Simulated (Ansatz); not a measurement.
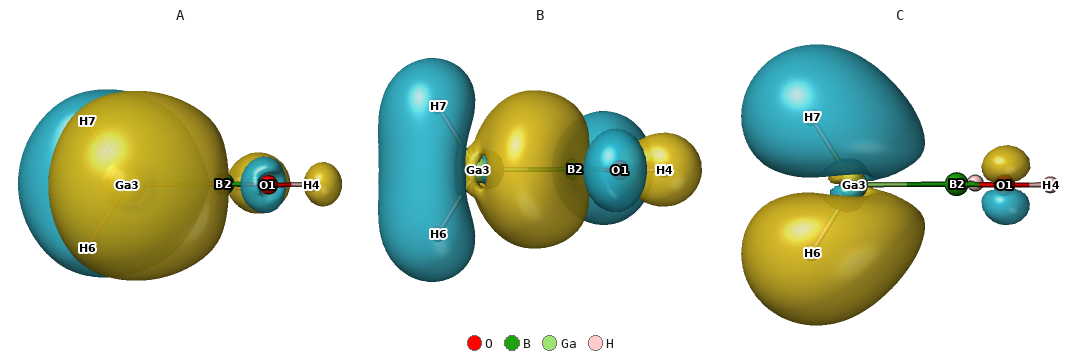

*BGaH$_{4}$O (SMILES O[BH][GaH2]). Three frontier orbitals at ±0.06 Å⁻³ᐟ² (yellow and cyan are the two phases), in no order.*

Geometry: PBE0-D4/def2-TZVP.

Computed with RKS PBE0-D4/def2-TZVPP in Ansatz 0.2.0.

| atom | x (Å) | y (Å) | z (Å) |
| --- | --- | --- | --- |
| O | -1.5308 | -0.5816 | -0.5087 |
| B | -0.2952 | -0.0541 | -0.6806 |
| Ga | 0.9194 | 0.2799 | 1.0002 |
| H | -2.0191 | -0.7014 | -1.3290 |
| H | 0.0639 | 0.2067 | -1.8059 |
| H | 0.9257 | 1.6504 | 1.7835 |
| H | 1.9362 | -0.8000 | 1.5405 |

Order the three orbitals by energy and name them.

Answer. C is the HOMO−1 (−8.15 eV). Its weight (Hirshfeld) is mainly on Ga3 (about 40 %), H6 (about 30 %) and H7 (about 30 %). B is the HOMO (−7.11 eV). Its weight (Hirshfeld) is mainly on B2 (about 30 %), Ga3 (about 30 %), H5 (about 10 %), O1 (about 10 %), H7 (about 5 %) and H6 (about 5 %). A is the LUMO (−1.57 eV). It lies mainly on Ga3 (about 75 %) and B2 (about 10 %).

What is the HOMO–LUMO gap?

Answer. 5.54 eV between the orbital energies.
